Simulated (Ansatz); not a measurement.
# SnSe2 (1T monolayer): G0W0 under other settings

A base run on SnSe2 (1T monolayer), then changed inputs.

Method: G0W0 on PBE, plane waves, PAW; PAW set soft_1, in Ansatz 0.2.0.

### Step 1. Starting point

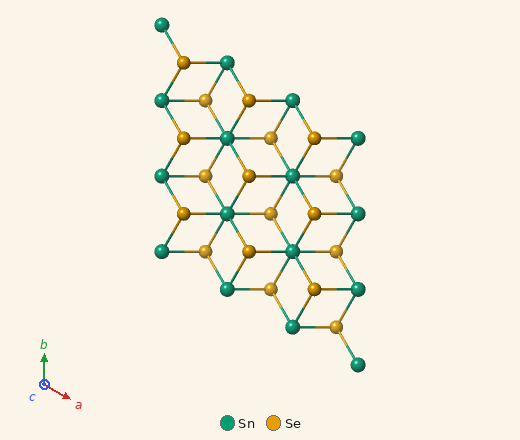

The starting structure, seen from above (tin teal, selenium orange). 3×3×1 cells are drawn. Some periodic images of atoms are drawn too.

The cell holds 3 atoms: 1 Sn and 2 Se. Its edges and angles: a = 3.869 Å, b = 3.869 Å, c = 29.600 Å, α = 90.0°, β = 90.0°, γ = 120.0°. Vacuum lies along c.

The structure was relaxed with PBE. The runs that relaxed it are not among those shown. The Coulomb interaction is cut off across the vacuum.

### Step 2. The base run: 6×6×1 mesh, 345 empty bands, screening to 54 eV, PAW set soft_1 files

Now the one-shot GW correction: screening in the RPA, then the self-energy of the levels asked for. This step takes PAW set soft_1 files.

Input file input.yaml:

```yaml
crystal:
  lattice:
    - [3.8693422625, 0.0, 0.0]
    - [-1.9346711312, 3.3509486952, 0.0]
    - [0.0, 0.0, 29.6]
  atoms:
    - { symbol: Sn, position: [0.0, 0.0, 0.5] }
    - { symbol: Se, position: [0.3333333333, 0.6666666667, 0.553855976] }
    - { symbol: Se, position: [0.6666666667, 0.3333333333, 0.446144024] }
  periodic: [true, true, false]
kpoints:
  mp_grid: { grid: [6, 6, 1] }
hamiltonian:
  xc: pbe
  pseudopotentials: { kind: paw, azcp: { folder: soft_1 } }
scf:
  occupations: { method: fixed }
gw:
  n_empty_bands: 345
  ecut_chi: 54.0
  qp_bands: [v2, c2]
  qp_kpoints: band_edges
  screening: { model: contour_deformation }
```

Launch:

```sh
> ansatz run input.yaml --threads 4 --pin off --max-ram 17510MiB --backend cpu --events-out ev --progress --plain --runs-dir out
```

Numbers of over 12 decimals in the logs are rounded to 6 here.

Output:

```text
Engine: ansatz 0.2.0, aarch64-unknown-linux-gnu
Pseudopotentials: kind: paw
Pseudopotential: Sn, paw, valence charge 14, recommended cutoff 420 eV (normal), soft_1/Sn.paw.azcp
Pseudopotential: Se, paw, valence charge 16, recommended cutoff 420 eV (normal), soft_1/Se.paw.azcp
Functional definition: PBE
  parameter kappa = 0.804
  parameter beta = 0.066725
  exchange = pbe_x(kappa = kappa, mu = beta*pi^2/3)
  correlation = pbe_c(beta = beta)
Crystal: 3 atoms, lattice volume = 383.793 Å³
Basis set: ecut = 420 eV, 7587 PW (Γ)
Bands: 28, of which v1, the nominal top of the filled ones, is band 23 counted from 1 (22 counted from 0)
Symmetry: 12 space group operations
Space group: P-3m1 (ITA 164), of the structure as read, at distance tolerance 7.3e-5 Å
k-points: 7 of 36
Non-local potential: Sn, projectors of the file, l = 0: 2, l = 1: 2, l = 2: 2, l = 3: 1
Non-local potential: Se, projectors of the file, l = 0: 2, l = 1: 2, l = 2: 3, l = 3: 1
PAW form: soft (Blöchl's): semilocal exchange-correlation on the pseudo side does not see the compensation charge
PAW one-centre angular grid: Sn, 590 points (default); XC on 64 Gauss nodes
PAW one-centre angular grid: Se, 590 points (default); XC on 64 Gauss nodes
Initial density: superposition of atomic densities (neutral atoms: chi_scale 0, normalization atom)
Initial wavefunctions: pseudopotential atomic-orbital guess
Functional: x = pbe(κ = 0.804, μ = 0.219515), c = pbe(β = 0.066725)
iter 1 solved again at ethr=2.31e-3 eV; its pass at ethr=3.10e-3 eV (dr2=1.06e0 eV) is discarded
SCF iter   1: F=—  HF=-16963.759283 eV  |F-HF|=—  |Δ(HF+E_count)|=         —  Δρ=1.35e-2  dr2=1.07e0  ethr=2.31e-3  ⟨swp⟩=1.6  Hψ=1071  notcnv=0  defer=19
preconditioner: auto → Resta (q_TF=auto, 1.916 Å⁻¹)  ε∞=1.4  [insulator: Δε(μ)=1.103 eV  Ē_g=15.675 eV  n_scr=36 (ndim 8)  ℏωp=9.7 eV  f_vac=0.764  ε∞_Penn≈1.4  vacuum switching on, ρ_ref=1.8e-2 e/Å³]
SCF iter   2: F=—  HF=-16963.494763 eV  |F-HF|=—  |Δ(HF+E_count)|=   2.65e-1  Δρ=5.88e-3  dr2=1.63e-1  ethr=2.31e-3  ⟨swp⟩=4.1  Hψ=339  notcnv=0  defer=20
SCF iter   3: F=—  HF=-16963.475096 eV  |F-HF|=—  |Δ(HF+E_count)|=   1.97e-2  Δρ=3.13e-3  dr2=3.83e-2  ethr=3.54e-4  ⟨swp⟩=4.1  Hψ=415  notcnv=0  defer=20
SCF iter   4: F=—  HF=-16963.471931 eV  |F-HF|=—  |Δ(HF+E_count)|=   3.16e-3  Δρ=9.20e-4  dr2=2.54e-3  ethr=8.32e-5  ⟨swp⟩=3.4  Hψ=293  notcnv=0  defer=20
SCF iter   5: F=—  HF=-16963.472232 eV  |F-HF|=—  |Δ(HF+E_count)|=   3.01e-4  Δρ=1.43e-4  dr2=6.35e-5  ethr=5.52e-6  ⟨swp⟩=3.1  Hψ=316  notcnv=0  defer=20
SCF iter   6: F=—  HF=-16963.472255 eV  |F-HF|=—  |Δ(HF+E_count)|=   2.27e-5  Δρ=4.53e-5  dr2=6.12e-6  ethr=1.38e-7  ⟨swp⟩=3.7  Hψ=419  notcnv=0  defer=20
[...]
G₀W₀ screening: q 1/7
[... further progress lines ...]
SCF converged after 8 iterations
Free energy (F): -16963.472259 eV
Harris-Foulkes:  -16963.472259 eV  (|F-HF|=3.43e-9)
Internal energy: -16963.472259 eV  (E = F + TS)
E sigma→0 (E₀):  -16963.472259 eV
Fermi energy:    -6.053636 eV
--- Per-component energies (eV) ---
  E_band       = -1499.411800
  E_kinetic    = 388.375936
  E_local      = -91698.692711  (includes V_loc(G=0)·N_el)
  E_nonlocal   = -563.660673
  E_hartree    = 45668.507760
  E_xc         = -294.644018
  E_vxc        = -259.219297  (∫ρ·V_xc dr)
  E_paw        = -8631.812264  (= ΣΔE_a)
  E_vpaw       = -703.240088  (= ΣTr[D̂ρ^β])
  E_aug_tail   = -0.000464  (compensation charges beyond the density's cutoff)
  E_ewald      = 38168.454174
  E_smearing   = -0.000000  (= −TS)
  E_closure    = 0.000000  (closes the sum)
  Σ components = -16963.472259   (vs F -16963.472259, Δ=0.00e0)
--- Band table (eV; the first three rows and the last of 7) ---
  k-point 0: bands = [... 19 lower, -6.5087, -6.5087, -6.1288, -6.1288, -4.5443, -2.9965, -1.4760, -1.4760, ... 1 higher]
  k-point 1: bands = [... 19 lower, -7.2331, -7.1500, -6.9102, -6.0536, -3.8871, -2.2294, -1.1712 (-1.1712°), -0.9488, ... 1 higher]
  k-point 2: bands = [... 19 lower, -8.1857, -7.9028, -6.7109, -6.2434, -4.7569, -1.8891, -0.6100, -0.3855, ... 1 higher]
  k-point 6: bands = [... 19 lower, -9.5528, -9.1768, -6.8238, -6.8238, -4.2367, -0.7720, -0.7720, 0.4898, ... 1 higher]
  ° read free of the cell's end (the report's vacuum.weakly_bound_levels)
--- G₀W₀: contour deformation, 7 samples at zero and on the imaginary axis and 3 off it, 36 q-points, 345 empty bands' worth ---
  eigenvalues of the whole cell's RPA ε∞ on this k-mesh (on a slab, of 1 + 4πα/V) = 1.1714, 3.3209, 3.3209; static W/v taken at q = 0 is 0.507598
  bands read: the sum over 368 bands ends inside a degenerate multiplet in 2 slots, whose members it reads at an even weight; the widest, k=0: bands 368 to 369 (counted from 1) at 1/2 each
  gw.qp_kpoints: band_edges: 7 of 7 stored k-points solved, in 1 pass; an edge of the gap read off the rows below is read off those points alone
    ik  band        ε_KS         Σx   Σc(E_QP)       V_xc       Z   E_QP_lin       E_QP  E_QP is
     0    22     -6.1288   -17.3897     1.6791   -15.4002  0.7104    -6.4430    -6.4392  root
     0    23     -6.1288   -17.3897     1.6791   -15.4002  0.7104    -6.4430    -6.4392  root
     0    24     -4.5443   -11.2038    -2.5319   -14.3798  0.7498    -3.8892    -3.9003  root
     0    25     -2.9965    -8.1184    -3.5002   -12.1861  0.7609    -2.4181    -2.4290  root
     1    22     -6.9102   -16.4361     2.2440   -13.7327  0.6910    -7.3820    -7.3696  root
     1    23     -6.0536   -17.3825     1.6917   -15.3743  0.7124    -6.3738    -6.3701  root
     1    24     -3.8871   -11.8700    -2.8215   -15.4052  0.7282    -3.1502    -3.1735  root
     1    25     -2.2294    -7.8081    -3.5237   -11.9048  0.7620    -1.6474    -1.6565  root
[...]
6    22     -6.8238   -16.7904     2.1542   -14.2172  0.6903    -7.2549    -7.2428  root
     6    23     -6.8238   -16.7904     2.1542   -14.2172  0.6903    -7.2549    -7.2428  root
     6    24     -4.2367   -11.1257    -2.8645   -14.6799  0.7250    -3.5263    -3.5469  root
     6    25     -0.7720    -7.8992    -3.8507   -12.3727  0.7349    -0.1275    -0.1493  root
```

Run time: 1.9 min. Hardware: 4 threads of Arm Neoverse V1, shared host; peak memory 2.5 GiB.

This step gave:

* bands summed: 368
* plane waves in the screening matrix: 341
* q-points in the mesh: 36
* G0W0 gap on the mesh: 1.698 eV
* k of the valence top: 0, 0.1667, 0
* k of the conduction bottom: 0, -0.5, 0
* starting gap on the mesh: 0.7977 eV
* Z at the valence top: 0.7124
* Z at the conduction bottom: 0.7400
* least direct G0W0 gap on the computed points: 2.040 eV

The gap on the mesh goes from 0.80 eV to 1.70 eV, a correction of +0.90 eV. Between the two edge states, bare exchange in place of the xc potential would open the gap by 5.09 eV, and correlation takes back 4.19 eV.

### Step 3. Variant: frequency model

input.yaml: that of step 2 with these lines changed.

```diff
@@ -22,2 +22,2 @@
   qp_kpoints: band_edges
-  screening: { model: contour_deformation }
+  screening: { model: godby_needs }
```

Output:

```text
[...]
Crystal: 3 atoms, lattice volume = 383.793 Å³
Basis set: ecut = 420 eV, 7587 PW (Γ)
Bands: 28, of which v1, the nominal top of the filled ones, is band 23 counted from 1 (22 counted from 0)
[... 1 set-up line as in the run before ...]
[...]
k-points: 7 of 36
[...]
SCF iter   8: F=-16963.472259 eV  HF=-16963.472259 eV  |F-HF|=3.43e-9  |Δ(HF+E_count)|=   3.20e-7  Δρ=1.45e-6  dr2=7.31e-9  ethr=2.17e-10  ⟨swp⟩=20.4  Hψ=1188  notcnv=0
SCF 1 converged in 8 iterations: F = -16963.472259 eV  dr2 = 7.31e-9
[...]
NSCF: frozen V_eff on 7 k-points
G₀W₀ screening: q 1/7
[... further progress lines ...]
SCF converged after 8 iterations
Free energy (F): -16963.472259 eV
[...]
Internal energy: -16963.472259 eV  (E = F + TS)
E sigma→0 (E₀):  -16963.472259 eV
Fermi energy:    -6.053636 eV
[...]
--- Band table (eV; the first three rows and the last of 7) ---
  k-point 0: bands = [... 19 lower, -6.5087, -6.5087, -6.1288, -6.1288, -4.5443, -2.9965, -1.4760, -1.4760, ... 1 higher]
  k-point 1: bands = [... 19 lower, -7.2331, -7.1500, -6.9102, -6.0536, -3.8871, -2.2294, -1.1712 (-1.1712°), -0.9488, ... 1 higher]
  k-point 2: bands = [... 19 lower, -8.1857, -7.9028, -6.7109, -6.2434, -4.7569, -1.8891, -0.6100, -0.3855, ... 1 higher]
  k-point 6: bands = [... 19 lower, -9.5528, -9.1768, -6.8238, -6.8238, -4.2367, -0.7720, -0.7720, 0.4898, ... 1 higher]
  ° read free of the cell's end (the report's vacuum.weakly_bound_levels)
--- G₀W₀: ω_p = 31.6222 eV, 36 q-points, 345 empty bands' worth ---
[...]
GN-PPA: 1849240/4261333 pairs with Re ω̃² < 0 across q-mesh
[...]
0    22     -6.1288   -17.3897     1.6459   -15.4002  0.7719    -6.4734    -6.4725  root
     0    23     -6.1288   -17.3897     1.6459   -15.4002  0.7719    -6.4734    -6.4725  root
     0    24     -4.5443   -11.2038    -2.4667   -14.3798  0.7950    -3.8345    -3.8351  root
     0    25     -2.9965    -8.1184    -3.5244   -12.1861  0.8054    -2.4480    -2.4532  root
     1    22     -6.9102   -16.4361     2.1383   -13.7327  0.7683    -7.4780    -7.4754  root
     1    23     -6.0536   -17.3825     1.6625   -15.3743  0.7709    -6.4004    -6.3993  root
     1    24     -3.8871   -11.8700    -2.7049   -15.4052  0.7853    -3.0512    -3.0568  root
     1    25     -2.2294    -7.8081    -3.5287   -11.9048  0.8037    -1.6589    -1.6615  root
[...]
6    22     -6.8238   -16.7904     2.0542   -14.2172  0.7672    -7.3447    -7.3428  root
     6    23     -6.8238   -16.7904     2.0542   -14.2172  0.7672    -7.3447    -7.3428  root
     6    24     -4.2367   -11.1257    -2.7588   -14.6799  0.7830    -3.4362    -3.4413  root
     6    25     -0.7720    -7.8992    -3.8058   -12.3727  0.7889    -0.1002    -0.1043  root
```

It took 2 min on 4 threads; peak memory 2.5 GiB; 7.8 min of CPU time.

The G0W0 gap on the mesh is 1.771 eV.

Against the base:

```
        setting                 base       variant
frequency model  contour deformation  plasmon pole
```

```
                                    quantity  variant   base
                    starting gap on the mesh    0.798  0.798
                        G0W0 gap on the mesh    1.771  1.698
least direct G0W0 gap on the computed points    2.137  2.040
                        Z at the valence top    0.771  0.712
                  Z at the conduction bottom    0.790  0.740
```

### Step 4. Summary of results

| Property | Result |
| --- | --- |
| base | 1.70 eV, 1.9 min |
| frequency model | 1.77 eV, 2 min |

Frequency model: the gap moves by +0.07 eV. All runs here use a coarse mesh and modest cutoffs; they test settings and are not final values. The mesh in the plane is coarse for a sheet; gap and any exciton binding can still move on denser ones. The many-body steps are scalar-relativistic: spin-orbit coupling is not in them.

[Paths, hosts, dates, memory and timing lines, banners, echoed tables and standing remarks are left out of the program output.]

[Logs are printed without paths, hosts, clocks, repeated set-up lines and the standing remarks that a program may print on its own settings, such as how far it seeks lower states.]

[Runs of the session that timed out or met a known fault of the program may be left out.]

[Cells called generated may have been cut or substituted from an entry of the Crystallography Open Database or the Materials Project.]

[Hosts, paths, dates, database ids (printed as entryN), source tags and the programs' standing remarks are cut or masked in the printed files.]
